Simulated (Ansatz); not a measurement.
CH₅Si₂ (SMILES [SiH2]=[C-][SiH3]) (charge −1)

```xyz
8

Si   -0.6371    1.3372   -1.1426
C     0.5676    0.5229   -0.2185
Si    0.5238   -0.9322    0.8984
H    -2.1504    1.1204   -1.3492
H    -0.2933    2.5521   -1.9919
H     1.4819   -2.0339    0.4371
H     1.0476   -0.5914    2.2957
H    -0.7382   -1.7680    1.2497
```

Level of theory: RKS PBE0-D4/6-31G (Ansatz).

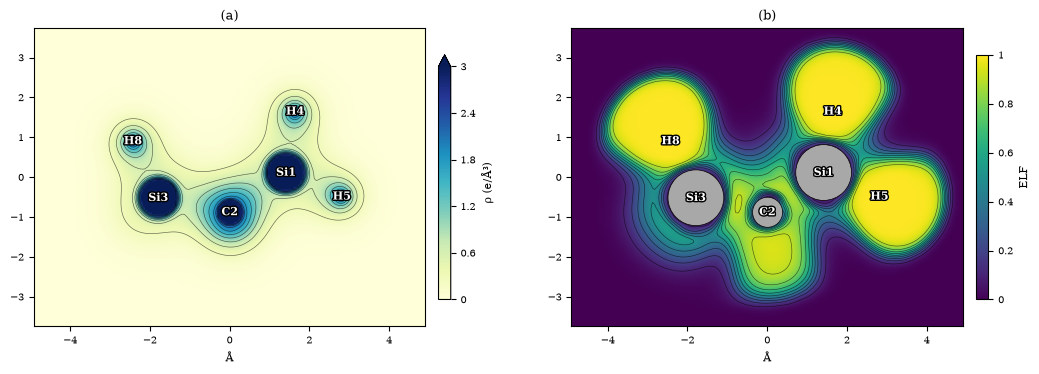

Figure 1. (a) total electron density; (b) ELF on the plane of atoms C2, Si1 and H5. Grey discs cover the atomic cores in the ELF map.

**What do the fields say about this system?**

- The plane passes through Si, C and H nuclei.
- C–Si (1.72 Å): ρ is about 0.95 e/Å³ halfway; the ELF peaks at about 0.90 between the atoms: a covalent bond.
- Si–H (1.52 Å): the density is about 0.61 e/Å³ at the midpoint; the ELF climbs to about 1 towards the hydrogen, as it does in any bond to H.
- C–Si (1.83 Å): ρ is about 0.83 e/Å³ halfway; the ELF peaks at about 0.90 between the atoms, as expected for a shared electron pair.
- The ELF also peaks beside C2, away from the bonds: lone-pair regions.

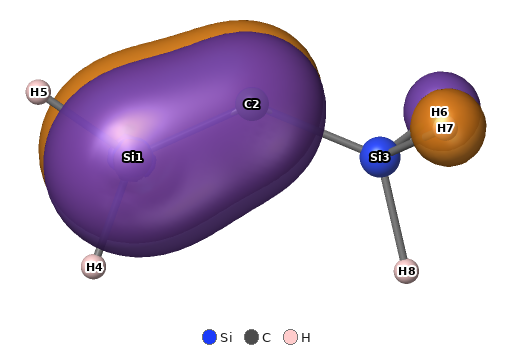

Figure 2. The HOMO−1 at ±0.1 Å⁻³ᐟ² (orange and purple are the two phases), seen across its widest extent.

**What is the character of this orbital?**

Its weight (Hirshfeld) is mainly on Si1 (about 50 %) and C2 (about 35 %); π-bonding across Si1–C2. Its energy is −1.05 eV.
